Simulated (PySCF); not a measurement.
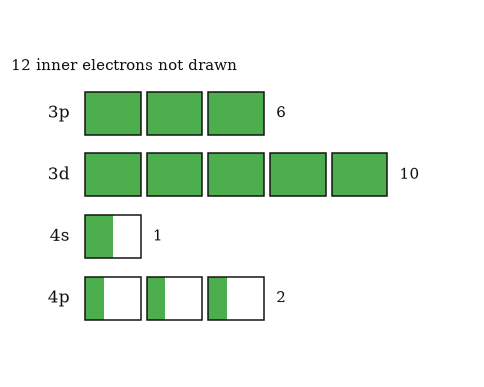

Figure 1. The outer shells of the nominal configuration: a box for each of the 2l + 1 orbitals, shaded by the share of the shell that is filled, with the electron count at the right.

## Atomic calculation, with input and output: Ga

Ga, configuration 1s2 2s2 2p6 3s2 3p6 3d10 4s1 4p2, multiplicity 4. Computed at this level: unrestricted CCSD(T), ANO-RCC-VTZP, spin-free X2C-1e, Gaussian nucleus (PySCF).

Input file:
```python
from pyscf import gto, scf, dft, mp, cc
import basis_set_exchange as bse
mol = gto.M(atom="Ga 0 0 0", charge=0, spin=3, symmetry="D2h",
            basis=gto.basis.parse(bse.get_basis("ANO-RCC-VTZP", elements=["Ga"], fmt="nwchem")),
            nucmod="G")
mf = scf.UHF(mol).sfx2c1e()
mf.irrep_nelec = {'Ag': (6, 5), 'B1g': (1, 1), 'B2g': (1, 1), 'B3g': (1, 1), 'B1u': (3, 2), 'B2u': (3, 2), 'B3u': (2, 2)}
mf.kernel()
mycc = cc.CCSD(mf, frozen=5).run()
mycc.ccsd_t()
```

The script is an equivalent of what the driver set up; the driver started from orbitals of its own, so the log can be shorter than this script's would be, and it computed the properties (radii, ⟨L²⟩, response) afterwards. It held the occupations shell by shell, which the script's counts by irreducible representation don't always enforce.

Log (extracts):
```
CC2 = 0
CCSD nocc = (np.int64(12), np.int64(9)), nmo = (38, 38)
frozen orbitals [[0, 1, 2, 3, 4], [0, 1, 2, 3, 4]]
max_cycle = 100
direct = 0
conv_tol = 1e-08
conv_tol_normt = 1e-06
diis_space = 8
diis_start_cycle = 0
Init t2, MP2 energy = -0.611572718581201
Init E_corr(UCCSD) = -0.611572718581497
cycle = 1  E_corr(UCCSD) = -0.5196086146605  dE = 0.0919641039  norm(t1,t2) = 0.087024
cycle = 2  E_corr(UCCSD) = -0.55007967060206  dE = -0.0304710559  norm(t1,t2) = 0.0327002
cycle = 3  E_corr(UCCSD) = -0.54442100123721  dE = 0.00565866936  norm(t1,t2) = 0.017872
cycle = 4  E_corr(UCCSD) = -0.544093576131599  dE = 0.000327425106  norm(t1,t2) = 0.00298834
cycle = 5  E_corr(UCCSD) = -0.544520347164919  dE = -0.000426771033  norm(t1,t2) = 0.000589819
cycle = 6  E_corr(UCCSD) = -0.544474503456019  dE = 4.58437089e-05  norm(t1,t2) = 0.000200826
cycle = 7  E_corr(UCCSD) = -0.544470448485736  dE = 4.05497028e-06  norm(t1,t2) = 5.93527e-05
cycle = 8  E_corr(UCCSD) = -0.544474770333339  dE = -4.3218476e-06  norm(t1,t2) = 2.18202e-05
cycle = 9  E_corr(UCCSD) = -0.544475380079602  dE = -6.09746264e-07  norm(t1,t2) = 9.42759e-06
cycle = 10  E_corr(UCCSD) = -0.544474727291787  dE = 6.52787815e-07  norm(t1,t2) = 3.34307e-06
cycle = 11  E_corr(UCCSD) = -0.544474823162327  dE = -9.58705395e-08  norm(t1,t2) = 1.36882e-06
cycle = 12  E_corr(UCCSD) = -0.544474844287153  dE = -2.11248259e-08  norm(t1,t2) = 2.52533e-07
cycle = 13  E_corr(UCCSD) = -0.544474824628946  dE = 1.96582064e-08  norm(t1,t2) = 7.54965e-08
cycle = 14  E_corr(UCCSD) = -0.544474829678685  dE = -5.04973829e-09  norm(t1,t2) = 1.51783e-08
UCCSD converged
E(UCCSD) = -1942.600048871188  E_corr = -0.5444748296786848
UCCSD(T) correction = -0.00587712924742426
```

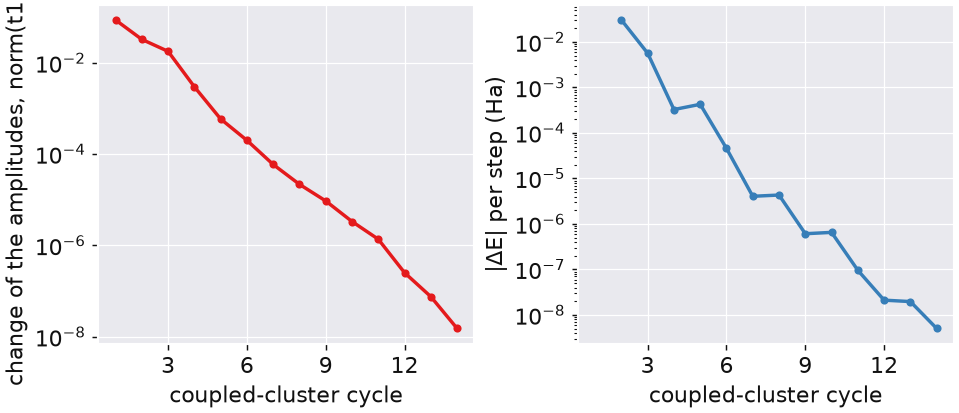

Figure 2. Convergence: change of the amplitudes, norm(t1,t2) and change of the energy from step to step (the smallest changes aren't drawn) against the coupled-cluster cycle. The residual falls at every step. It goes from 0.087 to 1.5×10⁻⁸ in 14 steps.

Key numbers:

```tsv
quantity	value
outcome	converged
total energy	−1942.6059 hartree
CCSD correlation	−0.544475 hartree
(T) correction	−0.005877 hartree
CCSD energy	−1942.6000 hartree
T1 diagnostic	0.009
hardware	1 CPU thread, shared host
CPU time	3 s (integrals apart)
```

Remarks:

This is not the ground configuration of the species.
